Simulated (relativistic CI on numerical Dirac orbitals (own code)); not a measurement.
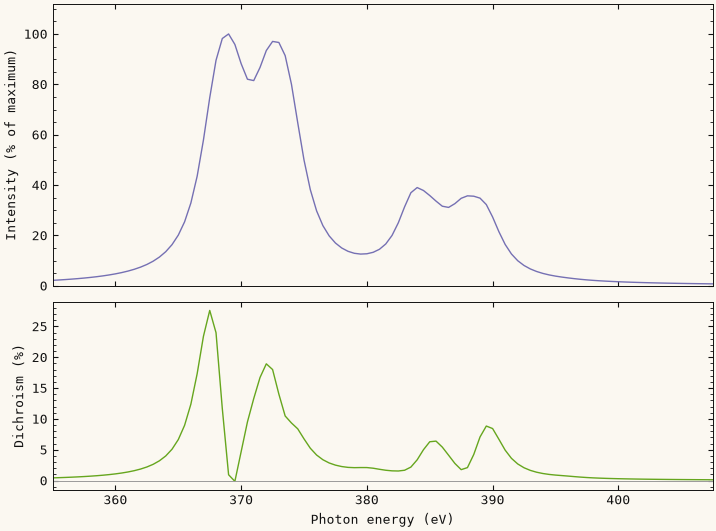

Computed core-level spectrum (absorption) of an ion of charge +4 in a field of Oh symmetry with 10Dq = 34,600 cm⁻¹. Multiplet model: relativistic Dirac–Coulomb–Breit theory, one configuration a step, Slater integrals scaled by 1, 300 K, Voigt broadening (Lorentzian 3 eV, Gaussian 0.4 eV full widths), computed with a radial Dirac CI code. Dichroism is for the ground state at zero temperature, magnetised by an exchange field of 10 meV on Sz.

**Which element and which edge or line is it?**

M₂,₃ X-ray absorption of Nb V (Nb⁴⁺), initial configuration [Kr] 4d. The main maxima lie at 368.9 eV (100), 372.7 eV (97), 384.1 eV (39) and 388.2 eV (36), heights in % of the largest; the centroid is at 375.1 eV. The ground state has S = 0.50. The circular dichroism (Δm = −1 less Δm = +1) is largest at 367.5 eV, 28 % of the isotropic maximum. The magnetised ground state has ⟨Lz⟩ = 1.00 and ⟨Sz⟩ = −0.50.

Known limits: free-ion energies, so absolute edge positions are off by a few eV from solids.
